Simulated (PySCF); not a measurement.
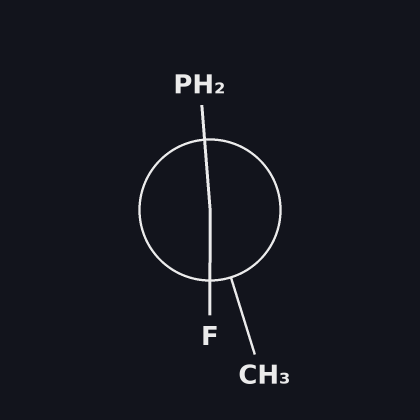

A Newman projection along the B–O bond, boron in front; angles are drawn as computed, but eclipsed bonds slightly apart. Computed geometry: PBE0-D3(BJ)/def2-SVP optimisation. No frequency run is at hand to confirm it as a minimum.

### Which molecule is it?

CH5BFOP, COB(F)P

### What is the torsion angle from the front PH2 to the back CH3? The sign is positive where the front bond must turn clockwise to cover the back bond.

−176°, antiperiplanar (anti).
